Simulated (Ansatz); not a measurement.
```yaml
atoms:
  - { symbol: C, position_ang: [-1.4802, 1.4801, -0.1870] }
  - { symbol: N, position_ang: [1.9556, 2.4193, -0.7156] }
  - { symbol: Sn, position_ang: [0.2112, 1.6521, -1.5517] }
  - { symbol: H, position_ang: [-2.3525, 1.0662, -0.7299] }
  - { symbol: H, position_ang: [-1.7461, 2.4763, 0.2159] }
  - { symbol: H, position_ang: [-1.2243, 0.8047, 0.6519] }
  - { symbol: H, position_ang: [0.6590, 0.0914, -2.1538] }
  - { symbol: H, position_ang: [-0.1704, 2.7343, -2.8486] }
  - { symbol: H, position_ang: [2.2600, 1.8365, 0.0775] }
  - { symbol: H, position_ang: [1.7830, 3.3548, -0.3203] }
```

Geometry: PBE-D3(BJ)/def2-SVP; core potentials replace the inner electrons of Sn.

Theory: isolated molecule in a Gaussian basis; Kohn-Sham density functional theory, functional PBE0 (Ansatz).

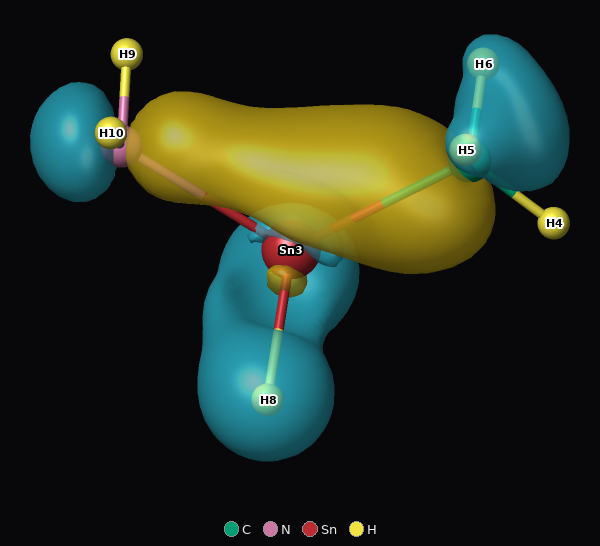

CH7NSn (SMILES [CH3][SnH2][NH2]). The HOMO−1 at ±0.15 Å⁻³ᐟ² (yellow and cyan are the two phases), seen at a tilt.

### Describe this orbital and give its energy.

It lies mainly on Sn3 (about 35 %), C1 (about 25 %), N2 (about 15 %), H8 (about 10 %) and H7 (about 10 %). Its energy is −8.56 eV.
